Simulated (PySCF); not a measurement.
LiAs (charge +1, quartet)

```tsv
atom	x (Å)	y (Å)	z (Å)
Li	0.0000	0.0000	-2.5072
As	0.0000	0.0000	0.2348
```

The calculation used PBE0/pcseg-2, non-relativistic, at a bond length of 2.742 Å (PySCF).

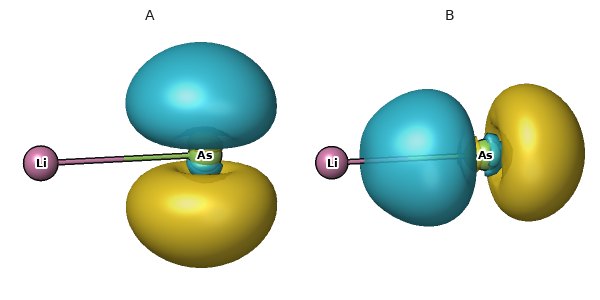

Figure 1. Two frontier α-spin orbitals, each drawn at the value that holds 80 % of its norm (yellow and cyan are the two phases), in no order; of a degenerate pair one member is drawn.

Name the orbitals and rank them from lowest to highest energy.

Orbital B: σ, occupied in this spin, −13.02 eV; mainly on As (90 %).
Orbital A: π, occupied in this spin, −12.27 eV; almost wholly on As.

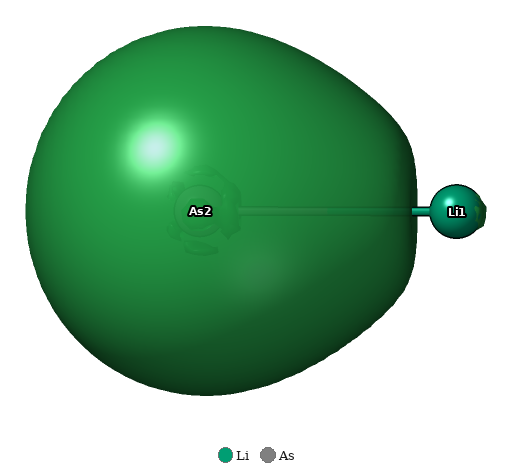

Figure 2. Isosurfaces of the spin density at +0.015 (green) and −0.015 e/Å³ (red), seen from one side.

Describe the spin distribution.

The unpaired spin (3 electrons) lies mostly on As2 (about 2.8) and Li1 (about 0.2), in electrons by Hirshfeld's partition.

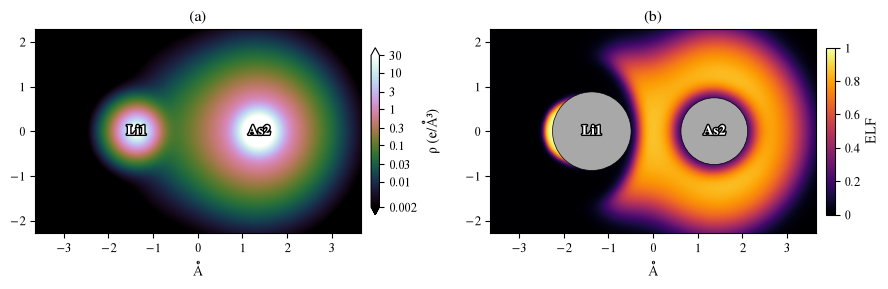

Figure 3. (a) total electron density; (b) ELF on a plane that holds the molecular axis. Grey discs cover the atomic cores in the ELF map.

What do the fields say about this system?

The plane passes through Li and As nuclei. Li–As (2.74 Å): the density is about 0.19 e/Å³ at the midpoint; the ELF peaks at about 0.85 in the valence shell of As, 1.4 Å from its nucleus, and is about 0.85 at the midpoint.
